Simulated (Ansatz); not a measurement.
## C10H21N3O2: geometry relaxation (part 2 of 4)

Continued. System: C10H21N3O2 (disordered cell, 36 atoms in the cell). Method: DFT r2SCAN-D3(BJ), scalar-relativistic, plane waves, PAW, no spin polarisation (Ansatz 0.2.0); cutoff 500 eV, 1×1×1 k-mesh, Fermi–Dirac smearing of 0.02 eV. The run did not end well. It belongs to a series of runs on one base structure; here: start relaxed. The run did not end well; see the last part.

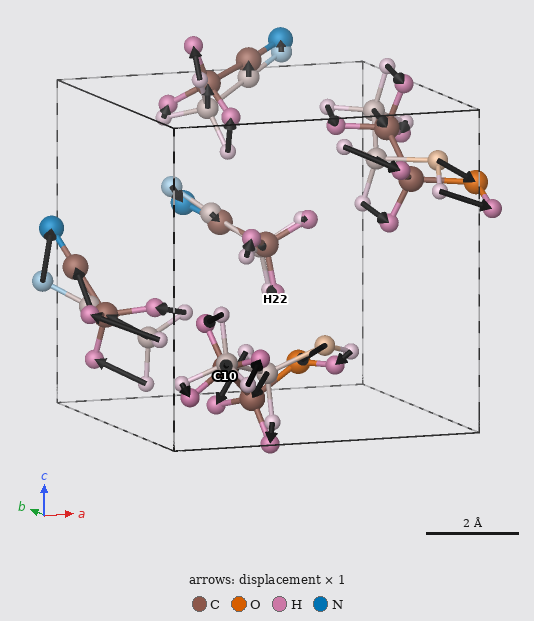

*Start (faint) and end (solid) with the displacements as black arrows, at true length (ball-and-stick view of the cell of the calculation, seen slightly off an axis).*

The relaxation stopped without meeting its thresholds, so the last structure isn't shown to be converged. The atom that moves furthest is H30 (1.62 Å). Largest moves by element: H 1.62 Å, O 1.56 Å, N 1.52 Å, C 1.06 Å. The cell stays as it was. Among the contacts that change: C26–N27 1.178 → 1.154 Å, C20–N21 1.178 → 1.158 Å, C19–C20 1.461 → 1.444 Å, C1–H7 1.093 → 1.108 Å. Among the angles that change: C10–C11–O12 107.1° → 113.2°, O12–C11–H15 110.9° → 106.3°, H17–C10–H18 108.5° → 105.8°. Over 14 geometry steps the energy falls by 4.033 eV per cell of the calculation. The largest force component goes from 3.5 to 0.53 eV/Å. (Atoms are counted from 1 in the order of the input.)

```
Step failed. What follows is not a result of the run: it is the report of the last solve that finished, which converged after 10 SCF iterations.
Free energy (F): -5144.848474 eV
Harris-Foulkes:  -5144.848474 eV  (|F-HF|=3.48e-8)
Internal energy: -5144.848474 eV  (E = F + TS)
E sigma→0 (E₀):  -5144.848474 eV
[...]
Fermi energy:    1.317123 eV
--- Per-component energies (eV) ---
  E_band       = -742.102357
  E_kinetic    = 1928.478698
  E_local      = -5155.260451  (includes V_loc(G=0)·N_el)
  E_nonlocal   = 543.028911
  E_hartree    = 1727.224304
  E_xc         = -978.288955
  E_vxc        = -1379.769914  (∫ρ·V_xc dr)
  E_paw        = -1728.774711  (= ΣΔE_a)
  E_vpaw       = -217.771041  (= ΣTr[D̂ρ^β])
  E_aug_tail   = -0.007960  (compensation charges beyond the density's cutoff)
  E_vtau       = 84.751266  (kinetic-family band-sum trace: ∫τ·v_τ [+ j·A + Jᵃ·Aᵃ] dr)
  E_ewald      = -1479.939000
  E_disp       = -0.908998  (pairwise vdW)
  E_core_change = -0.400313  (= ΣΔE_core)
  E_smearing   = -0.000000  (= −TS)
  E_closure    = -0.000000  (closes the sum)
  Σ components = -5144.848474   (vs F -5144.848474, Δ=0.00e0)
--- Forces (eV/Å), atoms counted from 1 ---
  atom   1  C     -0.15395124     0.33643936     0.01667713
  atom   2  C      0.07934897    -0.15574698     0.05559414
  atom   3  O     -0.43398077    -0.02425435    -0.12031920
  atom   4  H      0.04583091     0.10877447     0.08343699
  atom   5  H      0.22839335     0.29454983    -0.13503366
  atom   6  H      0.08188607    -0.08906349     0.13732292
  atom   7  H      0.53142442    -0.23479868     0.01303290
  atom   8  H     -0.04322197     0.13983581    -0.24427540
  atom   9  H     -0.30919367    -0.37912590     0.15457619
  atom  10  C      0.09006660    -0.01368799    -0.11913398
  atom  11  C     -0.08378431    -0.03047339     0.06432157
  atom  12  O     -0.17366208     0.04586486    -0.07538118
  atom  13  H     -0.00516135    -0.02253136    -0.00715208
  atom  14  H      0.01200488     0.03007103     0.04376385
  atom  15  H      0.03443579    -0.11859192     0.00180501
  atom  16  H      0.11671451     0.02190499     0.12003916
  atom  17  H     -0.04533501     0.12606183    -0.06113371
  atom  18  H     -0.03289861    -0.00607706    -0.02923967
  atom  19  C     -0.02391649     0.03512878    -0.02701598
  atom  20  C     -0.17332911     0.39793538     0.11029802
  atom  21  N      0.24891096    -0.46654595    -0.15239486
  atom  22  H     -0.03110855     0.00153669     0.05784515
  atom  23  H      0.00352070    -0.00209111     0.02133659
  atom  24  H      0.02504245     0.04989388     0.00934608
  atom  25  C      0.00360288     0.02760057     0.00097166
  atom  26  C     -0.06047555     0.14289229     0.16673616
  atom  27  N      0.06261161    -0.20424229    -0.17003095
  atom  28  H      0.00939571     0.01526693     0.00827746
  atom  29  H     -0.02641885     0.00656049    -0.00623396
  atom  30  H     -0.01749067    -0.00796602     0.01712446
  atom  31  C      0.03024842    -0.04590753    -0.03112683
  atom  32  C      0.11965231     0.03956447     0.03786523
  atom  33  N     -0.05199890    -0.00735841    -0.01609578
  atom  34  H      0.01771216    -0.00772014     0.02856601
  atom  35  H     -0.02765288    -0.05256310     0.08095591
  atom  36  H     -0.04707181     0.04909168    -0.03536426
  max |Σ_I F_I| component: 2.28e-4 eV/Å
End of that report.
Error: geometry relaxation did not converge after 15 steps: max|allowed force component| = 5.31e-1 eV/Å (threshold 3.0e-1). Raise `relax.max_steps` over both its present limit and 15, loosen `relax.f_tol`, or start from a geometry closer to equilibrium. Where this run's directory can be resumed (`checkpoint.write`), a resume goes on for up to `relax.max_steps` more
```

**Trajectory as extended XYZ (Å, eV, eV/Å), 15 frames, from step=1 to step=15**
```
36
Lattice="7.1400 0.0000 0.0000 0.0000 7.1400 0.0000 0.0000 0.0000 7.1400" Properties=species:S:1:pos:R:3:forces:R:3 step=1 energy=-5140.81535
C     5.9851    3.4283    6.6783   -0.5029  -0.4876  -0.4166
C     5.5942    2.2525    5.8119    0.3472  -0.0196   0.2647
O     6.6774    1.3246    5.8498   -0.2784  -0.2890  -0.4573
H     6.4347    0.5651    5.2952    0.1960   0.2414   0.3378
H     4.6701    1.7935    6.1912    0.0296  -0.0547  -0.0568
H     5.4001    2.5883    4.7833    0.2132  -0.2430   0.1069
H     5.1910    4.1797    6.6907    0.6975  -0.5291  -0.0934
H     6.1692    3.0939    7.7012   -0.4002  -0.0499  -0.3938
H     6.8983    3.8877    6.2950   -0.0585   0.0576  -0.0558
C     1.2880    0.1244    1.8437   -0.1507   0.2144  -0.0062
C     2.5225    0.9016    1.4462    0.1386  -0.2918   0.2070
O     3.6350    0.2787    2.0867   -0.1575   1.4775   0.6515
H     4.4334    0.7720    1.8366   -0.4233  -0.5269   0.0727
H     2.6413    0.8902    0.3534    0.0488  -0.0134  -0.0292
H     2.4261    1.9511    1.7588    0.2602  -0.3169  -0.0983
H     0.3953    0.5550    1.3820    0.1250  -0.2806  -0.1155
H     1.3822   -0.9155    1.5250   -0.0768   0.2977   0.0644
H     1.1673    0.1441    2.9286    0.0273  -0.0682  -0.1281
C     3.5983    4.1569    3.6959   -0.9580   0.1748   0.2262
C     2.8850    5.2782    4.3022   -1.0461   2.6665  -1.1176
N     2.3096    6.1828    4.7913    1.3624  -1.0709  -3.5271
H     3.9174    4.4174    2.6850   -0.1518   0.0366   0.2447
H     4.4794    3.9071    4.2899   -0.3931   0.1754  -0.2439
H     2.9480    3.2816    3.6452   -0.0337  -0.0909   0.2502
C     0.7614    3.5548    1.9386   -0.3925   0.2021   0.5324
C    -0.3289    4.2844    2.5812   -1.6054   1.2855   1.0816
N    -1.2084    4.8729    3.0995    3.5070  -0.8910  -1.2648
H     0.7985    3.7957    0.8746   -0.2597  -0.1716   0.5544
H     1.7152    3.8268    2.3947   -0.4646   0.0196  -0.0487
H     0.6112    2.4795    2.0512   -0.0639   0.3635   0.0203
C     2.6645    4.9130    6.6949    0.4637  -1.0510   2.6512
C     3.8661    5.5564    7.2204    1.5539   1.1064   0.6391
N     4.8354    6.0754    7.6442   -2.1456  -1.2779  -1.6179
H     2.9111    4.3216    5.8112   -0.2328  -0.2224   1.2227
H     2.2308    4.2542    7.4496    0.6786   0.0860   0.0659
H     1.9250    5.6670    6.4189    0.1504  -0.4580   0.4771
36
Lattice="7.1400 0.0000 0.0000 0.0000 7.1400 0.0000 0.0000 0.0000 7.1400" Properties=species:S:1:pos:R:3:forces:R:3 step=2 energy=-5142.20657
C     5.9834    3.4011    6.6547   -0.1503  -0.3208  -0.2084
C     5.6028    2.2269    5.8029    0.2163  -0.0612   0.0161
O     6.6856    1.3057    5.8395   -0.1208  -0.0996  -0.1753
H     6.4438    0.5443    5.3002    0.1085  -0.0380   0.1219
H     4.6752    1.7754    6.1813    0.0351  -0.1071  -0.0642
H     5.4183    2.5591    4.7753    0.0808  -0.1790  -0.0536
H     5.2096    4.1544    6.6656    0.2593  -0.2411  -0.1642
H     6.1375    3.0734    7.6788   -0.2087  -0.0797  -0.1445
H     6.8974    3.8734    6.2874   -0.0261  -0.0478  -0.0409
C     1.2824    0.1351    1.8444   -0.0926   0.1679  -0.0488
C     2.5217    0.9055    1.4559    0.0839  -0.0929   0.1600
O     3.6172    0.3428    2.1671    0.1432   0.8525   0.2036
H     4.4277    0.7597    1.8375   -0.3488  -0.4570   0.0874
H     2.6628    0.8716    0.3640    0.1286  -0.0872   0.0824
H     2.4291    1.9563    1.7399    0.0378  -0.0573  -0.1378
H     0.3934    0.5419    1.3635    0.0534  -0.1264  -0.1243
H     1.3823   -0.9014    1.5312   -0.0350   0.1272   0.0427
H     1.1565    0.1488    2.9261   -0.0497   0.0134  -0.1174
C     3.5563    4.1634    3.6745   -0.3752   0.2054   0.0514
C     2.8633    5.3333    4.1838   -0.0142   0.3286  -0.7568
N     2.3091    6.2534    4.6083    0.1901  -0.0238  -0.8402
H     3.9026    4.3948    2.6707   -0.0031  -0.1276  -0.0249
H     4.4347    3.9418    4.2787   -0.2042   0.2085  -0.1272
H     2.9180    3.2783    3.6666   -0.0443   0.0369   0.1420
C     0.7518    3.5538    1.9632   -0.2740   0.1854   0.3345
C    -0.2890    4.3221    2.6051    0.1266  -0.0153  -0.0030
N    -1.1034    4.9496    3.1216    0.6518   0.3984   0.1649
H     0.7713    3.7833    0.9039   -0.2049  -0.1142   0.2582
H     1.7057    3.8250    2.4004   -0.1957  -0.0350   0.0008
H     0.5883    2.4878    2.0779   -0.0934   0.1371   0.1259
C     2.6729    4.8817    6.7816    0.2435   0.0070   0.5173
C     3.8727    5.5591    7.2264   -0.0711   0.2696   0.0183
N     4.8357    6.0913    7.5780   -0.2239  -0.0743  -0.4889
H     2.8987    4.2934    5.8976   -0.0334  -0.2584   0.5436
H     2.2749    4.2297    7.5414    0.3540   0.0423   0.1797
H     1.9407    5.6256    6.4512    0.0542  -0.3352   0.4657
36
Lattice="7.1400 0.0000 0.0000 0.0000 7.1400 0.0000 0.0000 0.0000 7.1400" Properties=species:S:1:pos:R:3:forces:R:3 step=3 energy=-5142.94336
C     5.9756    3.3461    6.6059    0.1044  -0.1213  -0.0259
C     5.6185    2.1684    5.7607    0.0733  -0.1638  -0.1042
O     6.7038    1.2565    5.8190    0.0004   0.0293  -0.0452
H     6.4702    0.4810    5.3028    0.0433  -0.1675   0.0176
H     4.6880    1.7170    6.1319    0.0354  -0.1238  -0.0858
H     5.4478    2.4873    4.7283    0.0041  -0.1120  -0.1404
H     5.2214    4.1099    6.5898   -0.0762   0.0019  -0.1951
H     6.0836    3.0306    7.6380   -0.0854  -0.0945  -0.0129
H     6.9025    3.8170    6.2677   -0.0021  -0.1133  -0.0161
C     1.2756    0.1670    1.8226   -0.0553   0.1014  -0.0704
C     2.5310    0.9204    1.4547    0.0192  -0.0146  -0.0138
O     3.6007    0.4183    2.2485    0.5725   0.6294  -0.3181
H     4.4305    0.7168    1.8301   -0.5826  -0.4959   0.2907
H     2.7193    0.8276    0.3703    0.1205  -0.0534   0.2511
H     2.4288    1.9839    1.6739   -0.0714   0.0767  -0.1483
H     0.4027    0.5420    1.2904    0.0588  -0.0057  -0.1002
H     1.3873   -0.8766    1.5462   -0.0001   0.0266   0.0525
H     1.1126    0.2040    2.8975   -0.0832   0.0560  -0.0893
C     3.5460    4.1747    3.6465   -0.0866   0.1114   0.0326
C     2.8578    5.3589    4.1090    0.3893  -0.6735  -0.5453
N     2.3075    6.2776    4.5145   -0.4048   0.6606   0.1222
H     3.8964    4.3685    2.6378    0.0274  -0.1848  -0.1283
H     4.4303    3.9928    4.2524   -0.0708   0.1658  -0.0623
H     2.9221    3.2791    3.6914   -0.0210   0.0953   0.0259
C     0.6884    3.5664    2.0348   -0.1638   0.1692   0.1856
C    -0.2797    4.4005    2.6929    0.4049  -0.3751  -0.2622
N    -1.0205    5.0907    3.2268   -0.1589   0.7413   0.5248
H     0.6672    3.7574    0.9712   -0.0649  -0.0075   0.0394
H     1.6658    3.8204    2.4192   -0.0446  -0.0603   0.0532
H     0.4981    2.5126    2.1850   -0.0993  -0.0197   0.2043
C     2.7026    4.8692    6.8548    0.0830   0.3058  -0.1321
C     3.8921    5.6160    7.1936   -0.4540  -0.1141  -0.1174
N     4.8511    6.1913    7.4589    0.3301   0.2623  -0.1235
H     2.8996    4.2550    5.9843    0.0454  -0.2155   0.2153
H     2.3896    4.2251    7.6538    0.1164  -0.0325   0.3525
H     1.9167    5.5676    6.5411    0.0965  -0.2844   0.3692
36
Lattice="7.1400 0.0000 0.0000 0.0000 7.1400 0.0000 0.0000 0.0000 7.1400" Properties=species:S:1:pos:R:3:forces:R:3 step=4 energy=-5143.38856
C     5.9632    3.2930    6.5555    0.1811  -0.0135   0.0454
C     5.6332    2.1079    5.7085    0.0257  -0.2144  -0.0773
O     6.7279    1.2111    5.7910    0.0225   0.0120  -0.0774
H     6.5023    0.4129    5.3043    0.0410  -0.1154   0.0260
H     4.7044    1.6459    6.0709    0.0388  -0.1084  -0.1003
H     5.4706    2.4140    4.6706   -0.0086  -0.0627  -0.1522
H     5.2178    4.0645    6.5014   -0.1365   0.0575  -0.1892
H     6.0295    2.9879    7.5962   -0.0304  -0.0731   0.0029
H     6.9060    3.7553    6.2480   -0.0154  -0.1283   0.0033
C     1.2716    0.2069    1.7969   -0.0667   0.0562  -0.0647
C     2.5379    0.9500    1.4435    0.0289  -0.0308  -0.1820
O     3.5922    0.4923    2.2895    0.8057   0.5348  -0.6912
H     4.4295    0.6642    1.8046   -0.7946  -0.4261   0.5200
H     2.7680    0.8003    0.3705    0.0364   0.0420   0.3854
H     2.4193    2.0262    1.5990   -0.0483   0.0085  -0.1211
H     0.4163    0.5546    1.2151    0.1104   0.0219  -0.0350
H     1.3970   -0.8472    1.5656    0.0075   0.0490   0.0673
H     1.0681    0.2764    2.8646   -0.0644   0.0659  -0.1110
C     3.5471    4.1835    3.6259    0.0512   0.0035   0.0629
C     2.8418    5.3557    4.0814    0.2527  -0.4476  -0.3111
N     2.2748    6.2626    4.4952   -0.3440   0.4420   0.1804
H     3.8835    4.3457    2.6058    0.0128  -0.1377  -0.1002
H     4.4438    4.0437    4.2251   -0.0082   0.1088  -0.0572
H     2.9411    3.2767    3.7104    0.0565   0.0978  -0.0173
C     0.6371    3.5911    2.1114   -0.1627   0.1751   0.1832
C    -0.2681    4.4906    2.7795   -0.1587   0.1588   0.1313
N    -0.9498    5.2415    3.3280    0.2589   0.0366   0.0580
H     0.6064    3.7582    1.0429   -0.0813   0.0284  -0.0056
H     1.6367    3.8037    2.4677   -0.0750  -0.0738   0.0482
H     0.4046    2.5488    2.2911   -0.0989  -0.0036   0.2034
C     2.7268    4.8544    6.9114   -0.0068   0.2942  -0.0961
C     3.9083    5.6533    7.1657    0.0174   0.0523  -0.0359
N     4.8674    6.2649    7.3650   -0.2125  -0.0830  -0.1269
H     2.9030    4.1991    6.0644    0.0486  -0.1250   0.1404
H     2.4752    4.2390    7.7616    0.1142   0.0619   0.1986
H     1.8966    5.5125    6.6179    0.2026  -0.2639   0.2951
36
Lattice="7.1400 0.0000 0.0000 0.0000 7.1400 0.0000 0.0000 0.0000 7.1400" Properties=species:S:1:pos:R:3:forces:R:3 step=5 energy=-5143.74632
C     5.9601    3.2328    6.4937    0.1525   0.0130   0.0486
C     5.6603    2.0379    5.6407    0.0313  -0.2018  -0.0108
O     6.7697    1.1622    5.7414   -0.0064  -0.0514  -0.1239
H     6.5511    0.3383    5.2906    0.0601  -0.0147   0.0402
H     4.7360    1.5579    5.9916    0.0541  -0.0756  -0.0986
H     5.5020    2.3355    4.5984   -0.0068  -0.0240  -0.1358
H     5.2186    4.0092    6.3961   -0.0748   0.0297  -0.1515
H     5.9869    2.9376    7.5421   -0.0256  -0.0493  -0.0531
H     6.9193    3.6845    6.2188   -0.0466  -0.1194   0.0125
C     1.2728    0.2624    1.7655   -0.1192   0.0125  -0.0441
C     2.5452    0.9973    1.4164    0.0702  -0.0300  -0.2660
O     3.5928    0.5758    2.2930    0.8572   0.3907  -0.8416
H     4.4248    0.6213    1.7666   -0.8686  -0.2634   0.6444
H     2.8051    0.8055    0.3561   -0.0453   0.1063   0.4197
H     2.4120    2.0823    1.5204   -0.0165  -0.0751  -0.0686
H     0.4347    0.5868    1.1415    0.1563   0.0050   0.0343
H     1.4089   -0.8025    1.5836   -0.0051   0.1076   0.0657
H     1.0338    0.3697    2.8250   -0.0168   0.0583  -0.1581
C     3.5716    4.1946    3.6110    0.0417  -0.0791   0.0805
C     2.8256    5.3426    4.0629    0.0144  -0.0291  -0.0497
N     2.2228    6.2288    4.4842   -0.0681  -0.0143   0.0310
H     3.8836    4.3292    2.5770   -0.0083  -0.0758  -0.0132
H     4.4844    4.1084    4.1995   -0.0454   0.0775  -0.0880
H     2.9988    3.2682    3.7304    0.0903   0.1054  -0.0484
C     0.5447    3.6232    2.2093   -0.1261   0.1645   0.2374
C    -0.2955    4.5833    2.8880   -0.4458   0.6565   0.4460
N    -0.9165    5.3866    3.4502    0.6117  -0.6064  -0.3690
H     0.4990    3.7672    1.1357   -0.0926   0.0500   0.0024
H     1.5671    3.7912    2.5344   -0.1148  -0.0715   0.0545
H     0.2719    2.5940    2.4264   -0.0793   0.0782   0.1514
C     2.7568    4.8293    6.9737   -0.0895   0.1739   0.0342
C     3.9305    5.6606    7.1578    0.3743   0.2088  -0.0110
N     4.8879    6.2968    7.3056   -0.5897  -0.3528  -0.0865
H     2.9173    4.1306    6.1540    0.0331  -0.0323   0.1517
H     2.5471    4.2545    7.8737    0.1011   0.1559  -0.0588
H     1.8998    5.4576    6.6908    0.2434  -0.2254   0.2227
36
Lattice="7.1400 0.0000 0.0000 0.0000 7.1400 0.0000 0.0000 0.0000 7.1400" Properties=species:S:1:pos:R:3:forces:R:3 step=6 energy=-5144.03035
C     5.9653    3.1662    6.4220    0.1079   0.0069   0.0428
C     5.6940    1.9652    5.5585    0.0546  -0.1585   0.0408
O     6.8172    1.1089    5.6686   -0.0404  -0.0456  -0.1044
H     6.6069    0.2685    5.2428    0.0630   0.0040   0.0003
H     4.7738    1.4662    5.8939    0.0685  -0.0450  -0.0895
H     5.5403    2.2641    4.5146   -0.0083  -0.0062  -0.1177
H     5.2289    3.9472    6.2854   -0.0075  -0.0041  -0.0968
H     5.9525    2.8749    7.4739   -0.0042  -0.0236  -0.0635
H     6.9397    3.6070    6.1827   -0.0739  -0.1012   0.0135
C     1.2759    0.3223    1.7365   -0.1427  -0.0188  -0.0090
C     2.5493    1.0514    1.3819    0.0898  -0.0049  -0.2476
O     3.5957    0.6637    2.2736    0.5866   0.2359  -0.5856
H     4.4118    0.6001    1.7386   -0.5967  -0.1221   0.4573
H     2.8239    0.8345    0.3338   -0.0621   0.1023   0.3192
H     2.4048    2.1395    1.4513   -0.0152  -0.0938  -0.0284
H     0.4515    0.6259    1.0834    0.1418  -0.0123   0.0626
H     1.4183   -0.7506    1.6010   -0.0143   0.1454   0.0448
H     1.0134    0.4676    2.7872    0.0186   0.0408  -0.1688
C     3.5897    4.1980    3.6002    0.0416  -0.0740   0.0839
C     2.8083    5.3216    4.0578   -0.0902   0.1524   0.0876
N     2.1751    6.1862    4.4879    0.1357  -0.2365  -0.0863
H     3.8770    4.3224    2.5564   -0.0083  -0.0323   0.0342
H     4.5174    4.1532    4.1729   -0.0934   0.0609  -0.0964
H     3.0489    3.2537    3.7357    0.1162   0.1097  -0.0392
C     0.4674    3.6724    2.3239   -0.0828   0.0624   0.2213
C    -0.3102    4.6765    3.0130   -0.2772   0.5778   0.3675
N    -0.8766    5.5106    3.5851    0.3981  -0.5610  -0.3075
H     0.4069    3.8088    1.2483   -0.1060   0.0421  -0.0086
H     1.5067    3.7877    2.6279   -0.1695  -0.0606   0.0163
H     0.1504    2.6578    2.5648   -0.0527   0.1400   0.0883
C     2.7701    4.8004    7.0308   -0.1526  -0.0015   0.0942
C     3.9383    5.6396    7.1714    0.2669   0.1038  -0.0360
N     4.8911    6.2842    7.2915   -0.3330  -0.1931   0.0049
H     2.9215    4.0705    6.2339    0.0038   0.0167   0.1605
H     2.5812    4.2608    7.9613    0.0654   0.1569  -0.1899
H     1.9049    5.4143    6.7534    0.1716  -0.1610   0.1360
```
